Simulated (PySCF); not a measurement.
**C₂H₈OSeSi: electronic excitations at several levels of theory**

Aim: compute the electronic excitations of C₂H₈OSeSi (`CC[Si@@H](O)[SeH]`) at several levels, and see how far they spread and what each costs.

The runs use PySCF 2.14.0, with density-fitted response routines of our own; the level of theory stands in each step. All values are computed, except where a source is named. Atoms are numbered from 0 throughout.

### Step 1. The starting structure

13 atoms, charge 0, multiplicity 1; geometry from: PBE0-D3(BJ)/def2-SVP.

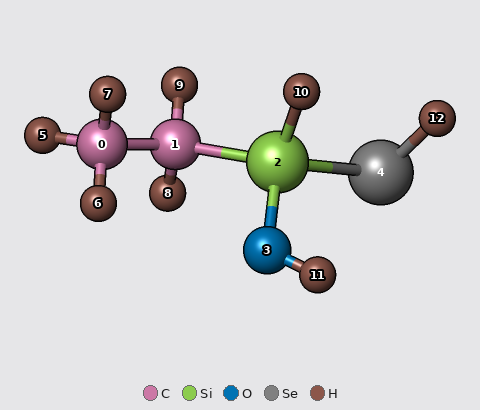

The starting geometry (carbon pink, silicon green, oxygen blue, selenium grey, hydrogen brown), atoms numbered; sticks join atoms by distance.

### Step 2. TDDFT and polarisability: PBE/def2-SVPD

What the job is given:

```
{"job": {"kind": "uv", "xc": "PBE", "basis": "def2-SVPD", "ip": true}, "charge": 0, "multiplicity": 1}
C     -1.654952     0.279672     1.005371
C     -0.795040     0.182837    -0.252602
Si     1.019343    -0.065224     0.105655
O      1.107232    -1.410768     1.086631
Se     2.175355    -0.386904    -1.850652
H     -2.721143     0.400712     0.758373
H     -1.552809    -0.624336     1.624443
H     -1.362980     1.139473     1.629518
H     -1.125125    -0.658049    -0.887487
H     -0.889004     1.088559    -0.875971
H      1.637803     1.127452     0.763114
H      1.980612    -1.795545     1.206103
H      3.257309     0.523265    -1.450585
```

Method: TDDFT PBE/def2-SVPD, vertical, gas phase, core orbitals frozen in the response.

On the command line:

```bash
> OMP_NUM_THREADS=1 python probes_run.py task.json out
```

The driver reads the jobs from task.json and runs them one after another.

Standard output:

```text
coarse grid: 49064 points
cycle   1  E = -2846.0200269546  dE = -5.972e-01  |g| = 8.872e-01  |ddm| = 4.763e+00
cycle   2  E = -2845.2488001945  dE =  7.712e-01  |g| = 2.059e+00  |ddm| = 2.651e+00
cycle   3  E = -2846.1681661353  dE = -9.194e-01  |g| = 2.547e-01  |ddm| = 2.006e+00
cycle   4  E = -2846.1822125246  dE = -1.405e-02  |g| = 1.293e-01  |ddm| = 4.883e-01
cycle   5  E = -2846.1862066645  dE = -3.994e-03  |g| = 2.782e-02  |ddm| = 1.754e-01
cycle   6  E = -2846.1864009971  dE = -1.943e-04  |g| = 7.785e-03  |ddm| = 5.415e-02
cycle   7  E = -2846.1864144218  dE = -1.342e-05  |g| = 2.224e-03  |ddm| = 1.200e-02
cycle   8  E = -2846.1864155286  dE = -1.107e-06  |g| = 7.191e-04  |ddm| = 4.084e-03
final grid: 101600 points
cycle   9  E = -2846.1863664171  dE =  6.804e-08  |g| = 1.200e-03  |ddm| = 1.078e-02
cycle  10  E = -2846.1863654945  dE =  9.226e-07  |g| = 2.224e-03  |ddm| = 5.456e-03
cycle  11  E = -2846.1863668388  dE = -1.344e-06  |g| = 2.574e-04  |ddm| = 3.227e-03
cycle  12  E = -2846.1863668536  dE = -1.484e-08  |g| = 4.709e-05  |ddm| = 3.680e-04
cycle  13  E = -2846.1863668542  dE = -5.862e-10  |g| = 6.094e-06  |ddm| = 7.243e-05
converged SCF energy = -2846.1863668542

Static polarisability (au): isotropic 89.449, principal 75.805 82.404 110.138

Singlet excitations
state   eV       nm        f      main configurations
  1   5.0442    245.8   0.01732   H->L 0.99
  2   5.6002    221.4   0.05133   H->L+1 0.85, H->L+2 0.13
  3   5.7096    217.2   0.02663   H->L+2 0.83, H->L+1 0.12
  4   6.1304    202.2   0.00177   H-1->L 0.88
  5   6.2081    199.7   0.01527   H->L+3 0.87
  6   6.3864    194.1   0.00526   H-2->L 0.91
  7   6.5705    188.7   0.00576   H->L+4 0.73, H->L+5 0.24
  8   6.7312    184.2   0.01400   H-1->L+1 0.50, H->L+5 0.36, H->L+4 0.08
  9   6.7544    183.6   0.02654   H-1->L+2 0.44, H->L+5 0.25, H-1->L+1 0.21
 10   6.8206    181.8   0.04988   H-1->L+2 0.42, H-2->L+1 0.28, H-1->L+1 0.10

Triplet excitations (Tamm-Dancoff, eV): 4.6892 5.2700 5.3972 5.8471
Vertical ionisation energy (delta-SCF) = 8.9125 eV
```

Wall time 1.7 min (1 thread of Arm Neoverse V1, shared host); peak memory 0.74 GiB.

Frontier orbitals and where they lie:

| orbital | eV | atoms |
| --- | --- | --- |
| HOMO−3 | -8.32 | O3 31 %, C1 13 %, Se4 11 % |
| HOMO−2 | -7.31 | C1 25 %, Se4 19 %, Si2 18 % |
| HOMO−1 | -7.06 | O3 30 %, Se4 27 %, Si2 18 % |
| HOMO | -5.93 | Se4 78 %, Si2 7 %, H12 7 % |
| LUMO | -1.02 | Se4 46 %, H12 25 %, Si2 14 % |
| LUMO+1 | -0.47 | Se4 39 %, Si2 20 %, O3 17 % |
| LUMO+2 | -0.37 | Se4 30 %, Si2 16 %, O3 14 % |

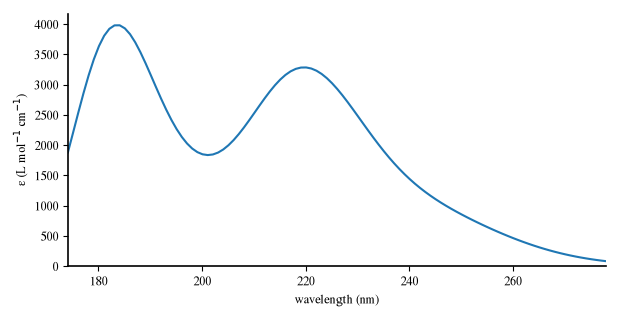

Absorption spectrum: each of the 10 states is a Gaussian band of 0.4 eV half-width at 1/e. Beyond the last state computed it falls off for lack of states.

Further results of this job:

| property | computed |
| --- | --- |
| dipole moment (D) | 0.76 |
| polarisability (Å³) | 13.25 |
| HOMO–LUMO gap (eV) | 4.91 |
| −ε(HOMO) (eV) | 5.93 |

### Step 3. Ultraviolet spectrum: B3LYP/def2-SVPD

Same as in step 2 but for these lines:

```diff
@@ -1,2 +1,2 @@
-{"job": {"kind": "uv", "xc": "PBE", "basis": "def2-SVPD", "ip": true}, "charge": 0, "multiplicity": 1}
+{"job": {"kind": "uv", "xc": "B3LYP", "basis": "def2-SVPD", "ip": true}, "charge": 0, "multiplicity": 1}
 C     -1.654952     0.279672     1.005371
```

Level: TDDFT B3LYP/def2-SVPD, vertical, gas phase, core orbitals frozen in the response.

Standard output:

```text
coarse grid: 49064 points
cycle   1  E = -2846.8240997045  dE = -5.956e-01  |g| = 7.922e-01  |ddm| = 4.638e+00
cycle   2  E = -2846.5433597007  dE =  2.807e-01  |g| = 1.409e+00  |ddm| = 2.080e+00
cycle   3  E = -2846.9484015349  dE = -4.050e-01  |g| = 1.353e-01  |ddm| = 1.358e+00
cycle   4  E = -2846.9522090948  dE = -3.808e-03  |g| = 5.957e-02  |ddm| = 2.456e-01
cycle   5  E = -2846.9531066158  dE = -8.975e-04  |g| = 1.029e-02  |ddm| = 8.319e-02
cycle   6  E = -2846.9531267613  dE = -2.015e-05  |g| = 2.226e-03  |ddm| = 1.708e-02
cycle   7  E = -2846.9531279752  dE = -1.214e-06  |g| = 8.742e-04  |ddm| = 4.507e-03
final grid: 101600 points
cycle   8  E = -2846.9530724963  dE =  5.420e-08  |g| = 1.287e-03  |ddm| = 9.005e-03
cycle   9  E = -2846.9530720696  dE =  4.268e-07  |g| = 1.876e-03  |ddm| = 4.219e-03
cycle  10  E = -2846.9530728904  dE = -8.208e-07  |g| = 1.720e-04  |ddm| = 2.417e-03
cycle  11  E = -2846.9530728959  dE = -5.501e-09  |g| = 1.257e-05  |ddm| = 1.735e-04
cycle  12  E = -2846.9530728959  dE = -5.275e-11  |g| = 6.009e-06  |ddm| = 2.596e-05
converged SCF energy = -2846.9530728959

Static polarisability (au): isotropic 86.343, principal 73.891 79.540 105.597

Singlet excitations
state   eV       nm        f      main configurations
  1   5.1999    238.4   0.01133   H->L 0.93
  2   5.8593    211.6   0.05674   H->L+1 0.89
  3   6.1978    200.0   0.02995   H->L+2 0.89
  4   6.6687    185.9   0.01122   H-1->L 0.63, H->L+3 0.31
  5   6.7154    184.6   0.00714   H->L+3 0.61, H-1->L 0.32
  6   6.9698    177.9   0.01341   H->L+4 0.92
  7   7.0463    176.0   0.00500   H-2->L 0.90
  8   7.1473    173.5   0.03586   H->L+5 0.80
  9   7.2588    170.8   0.00891   H-1->L+2 0.36, H->L+6 0.28, H-1->L+1 0.21
 10   7.2938    170.0   0.04317   H->L+6 0.54, H-1->L+2 0.21, H-1->L+1 0.09

Triplet excitations (Tamm-Dancoff, eV): 4.8136 5.5358 5.8497 6.1935
Vertical ionisation energy (delta-SCF) = 9.1960 eV
```

Wall time 68 s (1 thread of Arm Neoverse V1, shared host); peak memory 0.86 GiB.

In short: HOMO -6.83 eV, LUMO -0.48 eV; lowest singlet 5.20 eV.

### Step 4. TDDFT and polarisability: PBE0/def2-SVPD

Same as in step 3 but for these lines:

```diff
@@ -1,2 +1,2 @@
-{"job": {"kind": "uv", "xc": "B3LYP", "basis": "def2-SVPD", "ip": true}, "charge": 0, "multiplicity": 1}
+{"job": {"kind": "uv", "xc": "PBE0", "basis": "def2-SVPD", "ip": true}, "charge": 0, "multiplicity": 1}
 C     -1.654952     0.279672     1.005371
```

Method: TDDFT PBE0/def2-SVPD, vertical, gas phase, core orbitals frozen in the response.

Standard output:

```text
coarse grid: 49064 points
cycle   1  E = -2846.2063580882  dE = -6.092e-01  |g| = 7.146e-01  |ddm| = 4.518e+00
cycle   2  E = -2846.0344951417  dE =  1.719e-01  |g| = 1.163e+00  |ddm| = 1.845e+00
cycle   3  E = -2846.3092434556  dE = -2.747e-01  |g| = 1.025e-01  |ddm| = 1.158e+00
cycle   4  E = -2846.3114299024  dE = -2.186e-03  |g| = 4.363e-02  |ddm| = 1.862e-01
cycle   5  E = -2846.3119180270  dE = -4.881e-04  |g| = 7.231e-03  |ddm| = 6.395e-02
cycle   6  E = -2846.3119277772  dE = -9.750e-06  |g| = 1.443e-03  |ddm| = 1.273e-02
final grid: 101600 points
cycle   7  E = -2846.3118921234  dE =  8.442e-08  |g| = 1.772e-03  |ddm| = 8.468e-03
cycle   8  E = -2846.3118916840  dE =  4.395e-07  |g| = 2.282e-03  |ddm| = 5.539e-03
cycle   9  E = -2846.3118928950  dE = -1.211e-06  |g| = 1.570e-04  |ddm| = 2.969e-03
cycle  10  E = -2846.3118929009  dE = -5.974e-09  |g| = 3.647e-05  |ddm| = 2.252e-04
cycle  11  E = -2846.3118929012  dE = -2.392e-10  |g| = 5.910e-06  |ddm| = 4.801e-05
converged SCF energy = -2846.3118929012

Static polarisability (au): isotropic 85.475, principal 73.106 78.689 104.629

Singlet excitations
state   eV       nm        f      main configurations
  1   5.3529    231.6   0.00855   H->L 0.91
  2   6.0491    205.0   0.06049   H->L+1 0.91
  3   6.4591    192.0   0.03075   H->L+2 0.86
  4   6.8781    180.3   0.00632   H-1->L 0.85
  5   6.9815    177.6   0.01833   H->L+3 0.85
  6   7.2114    171.9   0.02294   H->L+4 0.84
  7   7.2753    170.4   0.00722   H-2->L 0.80
  8   7.3200    169.4   0.02992   H->L+5 0.64, H->L+6 0.12
  9   7.4477    166.5   0.00523   H->L+6 0.41, H-1->L+2 0.18, H-1->L+1 0.14
 10   7.4842    165.7   0.07347   H-1->L+2 0.35, H->L+6 0.27, H-1->L+1 0.15

Triplet excitations (Tamm-Dancoff, eV): 4.9250 5.6781 6.0239 6.2771
Vertical ionisation energy (delta-SCF) = 9.1846 eV
```

It took 61 s on 1 thread of Arm Neoverse V1, shared host; peak memory 0.86 GiB.

Key values: HOMO -7.07 eV, LUMO -0.21 eV; lowest singlet 5.35 eV.

### Step 5. Ultraviolet spectrum: BHandHLYP/def2-SVPD

Same as in step 4 but for these lines:

```diff
@@ -1,2 +1,2 @@
-{"job": {"kind": "uv", "xc": "PBE0", "basis": "def2-SVPD", "ip": true}, "charge": 0, "multiplicity": 1}
+{"job": {"kind": "uv", "xc": "BHandHLYP", "basis": "def2-SVPD", "ip": true}, "charge": 0, "multiplicity": 1}
 C     -1.654952     0.279672     1.005371
```

With the program's defaults for keys left out, this is: TDDFT BHandHLYP/def2-SVPD, vertical, gas phase, core orbitals frozen in the response.

Standard output:

```text
coarse grid: 49064 points
cycle   1  E = -2846.6998423627  dE = -5.805e-01  |g| = 6.430e-01  |ddm| = 4.382e+00
cycle   2  E = -2846.6736138531  dE =  2.623e-02  |g| = 7.641e-01  |ddm| = 1.509e+00
cycle   3  E = -2846.7875375083  dE = -1.139e-01  |g| = 6.157e-02  |ddm| = 7.629e-01
cycle   4  E = -2846.7882898648  dE = -7.524e-04  |g| = 2.575e-02  |ddm| = 1.190e-01
cycle   5  E = -2846.7884799178  dE = -1.901e-04  |g| = 5.369e-03  |ddm| = 4.768e-02
cycle   6  E = -2846.7884848520  dE = -4.934e-06  |g| = 6.965e-04  |ddm| = 7.698e-03
final grid: 101600 points
cycle   7  E = -2846.7884464615  dE = -1.747e-07  |g| = 4.244e-04  |ddm| = 4.143e-03
cycle   8  E = -2846.7884464851  dE = -2.357e-08  |g| = 3.391e-04  |ddm| = 1.304e-03
cycle   9  E = -2846.7884465196  dE = -3.447e-08  |g| = 4.686e-05  |ddm| = 5.570e-04
cycle  10  E = -2846.7884465200  dE = -4.829e-10  |g| = 1.197e-05  |ddm| = 6.945e-05
converged SCF energy = -2846.7884465200

Static polarisability (au): isotropic 82.667, principal 71.352 76.173 100.477

Singlet excitations
state   eV       nm        f      main configurations
  1   5.4524    227.4   0.00659   H->L 0.68, H->L+2 0.17
  2   6.2753    197.6   0.06196   H->L+1 0.70, H->L 0.18
  3   6.9222    179.1   0.02594   H->L+2 0.61
  4   7.2235    171.6   0.00642   H-1->L 0.75
  5   7.3738    168.1   0.00969   H->L+3 0.78, H->L+4 0.14
  6   7.5872    163.4   0.06747   H->L+4 0.50, H->L+6 0.23
  7   7.6853    161.3   0.01961   H->L+6 0.30, H->L+8 0.21, H->L+4 0.17
  8   7.7792    159.4   0.02530   H->L+5 0.56, H->L+8 0.12
  9   7.8742    157.5   0.04562   H-1->L+2 0.50, H-2->L 0.15, H->L+5 0.09
 10   8.0779    153.5   0.15076   H-2->L 0.51, H-2->L+1 0.14, H-1->L+1 0.12

Triplet excitations (Tamm-Dancoff, eV): 5.0083 5.9121 6.4213 6.5568
Vertical ionisation energy (delta-SCF) = 9.1944 eV
```

Wall time 57 s (1 thread of Arm Neoverse V1, shared host); peak memory 0.86 GiB.

In short: HOMO -8.07 eV, LUMO 0.45 eV; lowest singlet 5.45 eV.

### Step 6. TDDFT and polarisability: CAM-B3LYP/def2-SVPD

Same as in step 5 but for these lines:

```diff
@@ -1,2 +1,2 @@
-{"job": {"kind": "uv", "xc": "BHandHLYP", "basis": "def2-SVPD", "ip": true}, "charge": 0, "multiplicity": 1}
+{"job": {"kind": "uv", "xc": "CAM-B3LYP", "basis": "def2-SVPD", "ip": true}, "charge": 0, "multiplicity": 1}
 C     -1.654952     0.279672     1.005371
```

With the program's defaults for keys left out, this is: TDDFT CAM-B3LYP/def2-SVPD, vertical, gas phase, core orbitals frozen in the response.

Standard output:

```text
coarse grid: 49064 points
cycle   1  E = -2846.8434457799  dE = -5.653e-01  |g| = 7.078e-01  |ddm| = 4.453e+00
cycle   2  E = -2846.7771273680  dE =  6.632e-02  |g| = 9.430e-01  |ddm| = 1.628e+00
cycle   3  E = -2846.9458766732  dE = -1.687e-01  |g| = 7.571e-02  |ddm| = 8.581e-01
cycle   4  E = -2846.9470693153  dE = -1.193e-03  |g| = 2.702e-02  |ddm| = 1.381e-01
cycle   5  E = -2846.9472712997  dE = -2.020e-04  |g| = 7.171e-03  |ddm| = 4.697e-02
cycle   6  E = -2846.9472813987  dE = -1.010e-05  |g| = 1.107e-03  |ddm| = 1.046e-02
cycle   7  E = -2846.9472818524  dE = -4.537e-07  |g| = 4.261e-04  |ddm| = 3.127e-03
final grid: 101600 points
cycle   8  E = -2846.9472176843  dE = -6.273e-08  |g| = 3.892e-04  |ddm| = 4.006e-03
cycle   9  E = -2846.9472176915  dE = -7.231e-09  |g| = 3.775e-04  |ddm| = 1.190e-03
cycle  10  E = -2846.9472177262  dE = -3.470e-08  |g| = 2.224e-05  |ddm| = 5.392e-04
cycle  11  E = -2846.9472177263  dE = -1.614e-10  |g| = 7.405e-06  |ddm| = 4.892e-05
converged SCF energy = -2846.9472177263

Static polarisability (au): isotropic 84.588, principal 72.927 77.987 102.851

Singlet excitations
state   eV       nm        f      main configurations
  1   5.3297    232.6   0.00732   H->L 0.67, H->L+2 0.17, H->L+1 0.09
  2   6.0971    203.3   0.05881   H->L+1 0.69, H->L 0.19
  3   6.7489    183.7   0.02595   H->L+2 0.56, H-1->L 0.09
  4   7.0133    176.8   0.00525   H-1->L 0.74, H->L+2 0.10
  5   7.2374    171.3   0.00856   H->L+3 0.77, H->L+4 0.14
  6   7.4341    166.8   0.07387   H->L+6 0.37, H->L+4 0.23, H->L+5 0.15
  7   7.5236    164.8   0.00596   H->L+4 0.28, H->L+8 0.23, H->L+6 0.14
  8   7.5495    164.2   0.01313   H-1->L+2 0.46, H-2->L 0.12, H->L+4 0.10
  9   7.6417    162.2   0.05007   H->L+5 0.57, H->L+8 0.10
 10   7.7991    159.0   0.12546   H-2->L 0.46, H-2->L+1 0.14, H-1->L+2 0.14

Triplet excitations (Tamm-Dancoff, eV): 4.9116 5.7446 6.3046 6.4039
Vertical ionisation energy (delta-SCF) = 9.3079 eV
```

Run time: 74 s. Hardware: 1 thread of Arm Neoverse V1, shared host; peak memory 1 GiB.

Key values: HOMO -8.35 eV, LUMO 0.59 eV; lowest singlet 5.33 eV.

### Step 7. Ultraviolet spectrum: wB97X-D/def2-SVPD

Same as in step 6 but for these lines:

```diff
@@ -1,2 +1,2 @@
-{"job": {"kind": "uv", "xc": "CAM-B3LYP", "basis": "def2-SVPD", "ip": true}, "charge": 0, "multiplicity": 1}
+{"job": {"kind": "uv", "xc": "wB97X-D", "basis": "def2-SVPD", "ip": true}, "charge": 0, "multiplicity": 1}
 C     -1.654952     0.279672     1.005371
```

Level: TDDFT wB97X-D/def2-SVPD, vertical, gas phase, core orbitals frozen in the response.

Standard output:

```text
coarse grid: 49064 points
cycle   1  E = -2846.8034251197  dE = -5.742e-01  |g| = 6.888e-01  |ddm| = 4.351e+00
cycle   2  E = -2846.7761607479  dE =  2.726e-02  |g| = 8.234e-01  |ddm| = 1.556e+00
cycle   3  E = -2846.9030895470  dE = -1.269e-01  |g| = 6.164e-02  |ddm| = 7.402e-01
cycle   4  E = -2846.9039756809  dE = -8.861e-04  |g| = 2.135e-02  |ddm| = 1.238e-01
cycle   5  E = -2846.9041135541  dE = -1.379e-04  |g| = 6.119e-03  |ddm| = 4.646e-02
cycle   6  E = -2846.9041225583  dE = -9.004e-06  |g| = 1.168e-03  |ddm| = 1.105e-02
final grid: 101600 points
cycle   7  E = -2846.9036257477  dE = -1.655e-06  |g| = 7.778e-04  |ddm| = 8.806e-03
cycle   8  E = -2846.9036258672  dE = -1.195e-07  |g| = 5.426e-04  |ddm| = 2.001e-03
cycle   9  E = -2846.9036259335  dE = -6.628e-08  |g| = 9.419e-05  |ddm| = 6.729e-04
cycle  10  E = -2846.9036259376  dE = -4.177e-09  |g| = 5.567e-05  |ddm| = 2.360e-04
cycle  11  E = -2846.9036259386  dE = -9.941e-10  |g| = 1.527e-05  |ddm| = 9.837e-05
converged SCF energy = -2846.9036259386

Static polarisability (au): isotropic 84.648, principal 72.905 78.058 102.980

Singlet excitations
state   eV       nm        f      main configurations
  1   5.4258    228.5   0.00568   H->L 0.70, H->L+1 0.14, H->L+2 0.09
  2   6.2058    199.8   0.06539   H->L+1 0.72, H->L 0.18
  3   6.9003    179.7   0.02122   H->L+2 0.48, H-1->L 0.17, H->L+5 0.12
  4   7.1648    173.0   0.00493   H-1->L 0.67, H->L+2 0.17
  5   7.4362    166.7   0.00935   H->L+3 0.86
  6   7.5167    164.9   0.08273   H->L+6 0.38, H->L+5 0.23, H->L+8 0.09
  7   7.6690    161.7   0.00903   H->L+8 0.23, H->L+5 0.20, H->L+4 0.10
  8   7.7031    161.0   0.02544   H->L+4 0.34, H-1->L+2 0.27
  9   7.7459    160.1   0.08901   H->L+5 0.33, H->L+4 0.22, H-1->L+2 0.12
 10   7.9189    156.6   0.19839   H-2->L 0.34, H-1->L+1 0.25, H-2->L+1 0.15

Triplet excitations (Tamm-Dancoff, eV): 5.0539 5.8827 6.4464 6.5970
Vertical ionisation energy (delta-SCF) = 9.2779 eV
```

Wall time 70 s (1 thread of Arm Neoverse V1, shared host); peak memory 0.96 GiB.

Key values: HOMO -8.90 eV, LUMO 1.45 eV; lowest singlet 5.43 eV.

### Step 8. TDDFT and polarisability: LC-wPBE/def2-SVPD

Same as in step 7 but for these lines:

```diff
@@ -1,2 +1,2 @@
-{"job": {"kind": "uv", "xc": "wB97X-D", "basis": "def2-SVPD", "ip": true}, "charge": 0, "multiplicity": 1}
+{"job": {"kind": "uv", "xc": "LC-wPBE", "basis": "def2-SVPD", "ip": true}, "charge": 0, "multiplicity": 1}
 C     -1.654952     0.279672     1.005371
```

With the program's defaults for keys left out, this is: TDDFT LC-wPBE/def2-SVPD, vertical, gas phase, core orbitals frozen in the response.

Standard output:

```text
coarse grid: 49064 points
cycle   1  E = -2846.2903771784  dE = -5.371e-01  |g| = 6.771e-01  |ddm| = 4.332e+00
cycle   2  E = -2846.2964708130  dE = -6.094e-03  |g| = 7.118e-01  |ddm| = 1.381e+00
cycle   3  E = -2846.3881233728  dE = -9.165e-02  |g| = 6.533e-02  |ddm| = 6.065e-01
cycle   4  E = -2846.3891912814  dE = -1.068e-03  |g| = 1.741e-02  |ddm| = 1.229e-01
cycle   5  E = -2846.3893118957  dE = -1.206e-04  |g| = 4.384e-03  |ddm| = 4.854e-02
cycle   6  E = -2846.3893194204  dE = -7.525e-06  |g| = 1.530e-03  |ddm| = 1.210e-02
final grid: 101600 points
cycle   7  E = -2846.3892240960  dE = -9.741e-07  |g| = 8.636e-04  |ddm| = 5.892e-03
cycle   8  E = -2846.3892242607  dE = -1.647e-07  |g| = 6.677e-04  |ddm| = 2.193e-03
cycle   9  E = -2846.3892243575  dE = -9.687e-08  |g| = 1.302e-04  |ddm| = 6.985e-04
cycle  10  E = -2846.3892243713  dE = -1.376e-08  |g| = 9.138e-05  |ddm| = 4.651e-04
cycle  11  E = -2846.3892243744  dE = -3.156e-09  |g| = 7.953e-06  |ddm| = 2.354e-04
cycle  12  E = -2846.3892243745  dE = -5.684e-11  |g| = 3.033e-06  |ddm| = 3.565e-05
converged SCF energy = -2846.3892243745

Static polarisability (au): isotropic 82.357, principal 71.248 75.969 99.855

Singlet excitations
state   eV       nm        f      main configurations
  1   5.5850    222.0   0.00241   H->L 0.31, H->L+1 0.28, H->L+2 0.13
  2   6.5319    189.8   0.06473   H->L 0.48, H->L+1 0.31
  3   7.2542    170.9   0.00859   H-1->L 0.21, H-1->L+1 0.19, H->L+5 0.11
  4   7.5636    163.9   0.01199   H-1->L 0.31, H->L+2 0.17
  5   7.8373    158.2   0.07229   H->L+6 0.36, H->L+9 0.21
  6   7.9315    156.3   0.00696   H->L+3 0.56, H->L+2 0.21
  7   7.9891    155.2   0.01875   H-1->L+2 0.24, H-1->L+5 0.13, H-1->L 0.09
  8   8.1179    152.7   0.11012   H->L+5 0.33, H->L+8 0.15
  9   8.1851    151.5   0.07575   H->L+4 0.45, H->L+2 0.12, H->L+5 0.10
 10   8.3516    148.5   0.38916   H-1->L+1 0.29, H-2->L+1 0.14

Triplet excitations (Tamm-Dancoff, eV): 5.1021 6.0848 6.4999 6.8605
Vertical ionisation energy (delta-SCF) = 9.3245 eV
```

It took 90 s on 1 thread of Arm Neoverse V1, shared host; peak memory 0.91 GiB.

Key values: HOMO -9.71 eV, LUMO 1.66 eV; lowest singlet 5.58 eV.

(Part 1 of 2 ends here.)
